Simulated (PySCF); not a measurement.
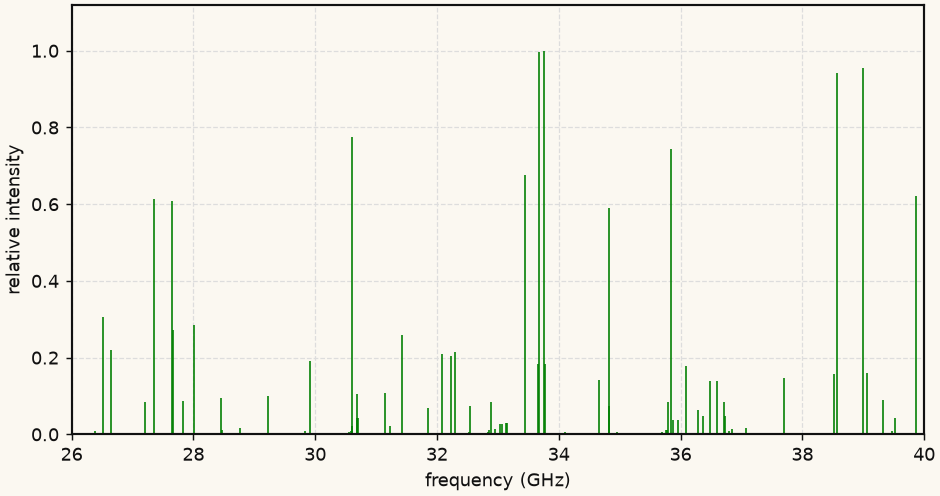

Simulated rotational absorption lines between 26 and 40 GHz at 2 K: rigid rotor with the equilibrium constants and dipole of one optimised conformer (PBE0-D3(BJ)/def2-SVP, PySCF), commonest isotopes; no centrifugal distortion, hyperfine structure, internal rotation or nuclear-spin weights; lines within 1 MHz of each other are summed.

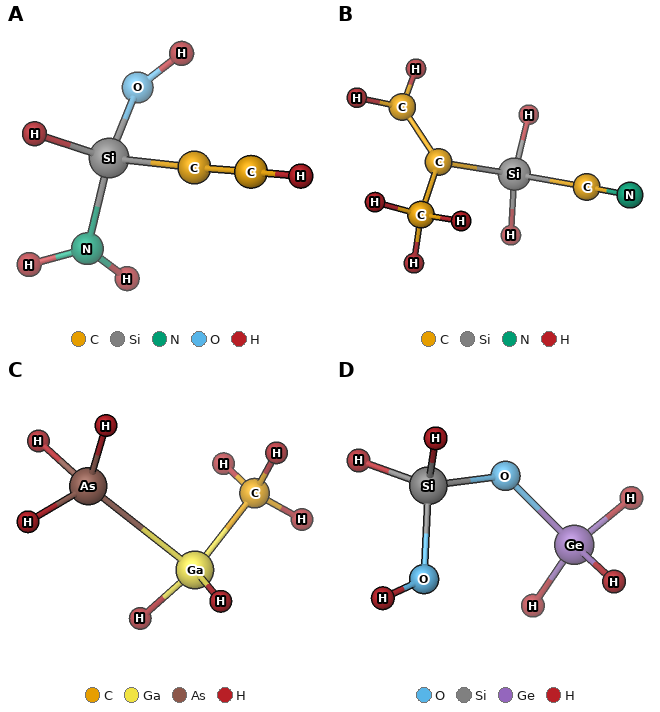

Question: Which molecule gives this spectrum? The candidates are drawn in the second picture.

Answer: Structure A, C₂H₅NOSi, SMILES C#C[Si@H](N)O. Rotational constants A, B, C = 6.235, 2.881, 2.178 GHz, |μa|, |μb|, |μc| = 0.54, 0.34, 0.78 D.

Note: coarse grid, loose stop and no frequency check, small forces are noise and the end may be a saddle.
